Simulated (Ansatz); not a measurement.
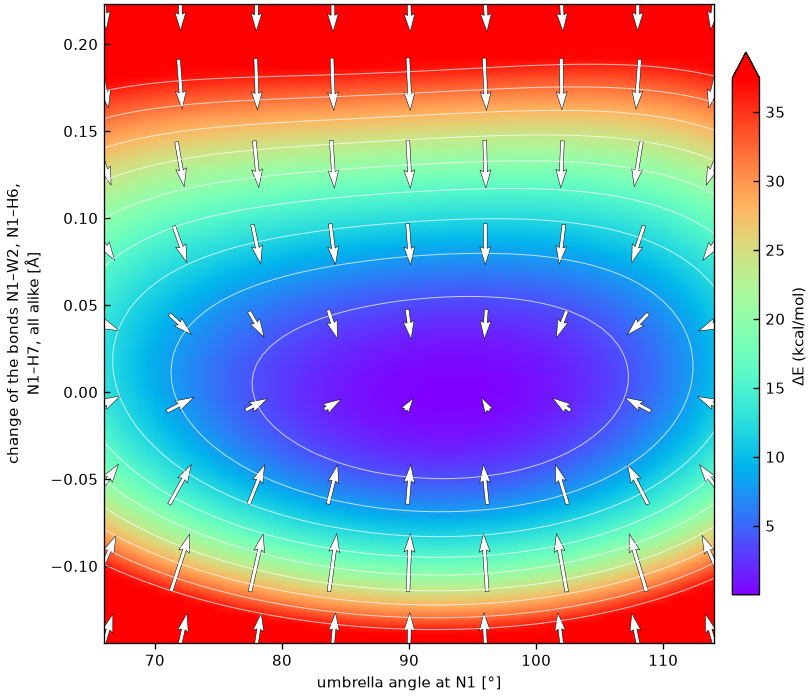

Energy landscape of FH2NOSW, SMILES [NH2][W](=[O])([F])=[S]. First axis: umbrella angle at N1 (between each of its bonds and their common axis; 90 is planar). Second axis: change of the bonds N1–W2, N1–H6, N1–H7, all alike. Nothing is relaxed (all other coordinates rigid). The grid has 9 × 9 points. Points are written as (first, second). All energies are given in kcal/mol relative to the relaxed molecule at the same level. These are results of Ansatz 0.2.0, RKS BHLYP-D4/def2-SVP, not measurements.

The picture shows a smooth colour map with a few white contour lines, arrows along the force (downhill), their lengths compressed, one colour for all values above the top of the scale. Between grid points the surface is interpolated. 

Q: Describe this landscape.

A: The lowest grid point is at (96°, −0.007 Å), 0.22 kcal/mol from the relaxed molecule at the same level. It is the only kind of minimum in the scanned range. The highest grid point, (66°, −0.144 Å), lies 61.3 kcal/mol above the lowest. Round the minimum the two coordinates are weakly coupled (coupling −0.06 in units of the two stiffnesses).

Grid values (kcal/mol):

| second ↓, first → | 66 | 72 | 78 | 84 | 90 | 96 | 102 | 108 | 114 |
| --- | --- | --- | --- | --- | --- | --- | --- | --- | --- |
| 0.223 | 50.1 | 49.5 | 49.6 | 49.6 | 49.2 | 48.3 | 47.4 | 47.0 | 48.0 |
| 0.177 | 37.0 | 35.4 | 34.7 | 34.2 | 33.7 | 33.0 | 32.5 | 32.8 | 34.7 |
| 0.131 | 26.0 | 23.4 | 21.9 | 20.9 | 20.1 | 19.6 | 19.6 | 20.7 | 23.5 |
| 0.085 | 17.7 | 14.1 | 11.8 | 10.3 | 9.3 | 9.0 | 9.5 | 11.3 | 15.0 |
| 0.039 | 13.2 | 8.5 | 5.4 | 3.4 | 2.3 | 2.1 | 3.1 | 5.6 | 10.3 |
| −0.007 | 13.6 | 7.9 | 4.0 | 1.5 | 0.3 | 0.2 | 1.6 | 4.9 | 10.5 |
| −0.053 | 20.6 | 13.8 | 9.1 | 6.2 | 4.7 | 4.8 | 6.7 | 10.6 | 17.2 |
| −0.098 | 35.5 | 27.7 | 22.3 | 18.9 | 17.3 | 17.5 | 19.8 | 24.4 | 31.9 |
| −0.144 | 61.6 | 52.8 | 46.6 | 42.7 | 40.9 | 41.3 | 44.0 | 49.3 | 57.7 |

The input of one point:

```yaml
crystal:
  periodic: [false, false, false]
  atoms:
    - { symbol: "N", position_ang: [-0.510045, 0.940644, -0.510283] }
    - { symbol: W, position_ang: [0.265081, -0.62092, 0.274895] }
    - { symbol: O, position_ang: [-0.970727, -1.761885, 0.389252] }
    - { symbol: F, position_ang: [1.663763, -1.277167, -0.771018] }
    - { symbol: S, position_ang: [0.971914, -0.086423, 2.212816] }
    - { symbol: H, position_ang: [-1.394434, 0.909822, -0.983558] }
    - { symbol: H, position_ang: [-0.286344, 1.880742, -0.242162] }
basis:
  gaussian: { orbitals: def2-SVP }
hamiltonian:
  xc: { name: BHLYP }
  dispersion: d4
output:
  forces: true
```

Time for the 81 points that were run: 9.5 min on 1 thread of Arm Neoverse V2 (shared host).
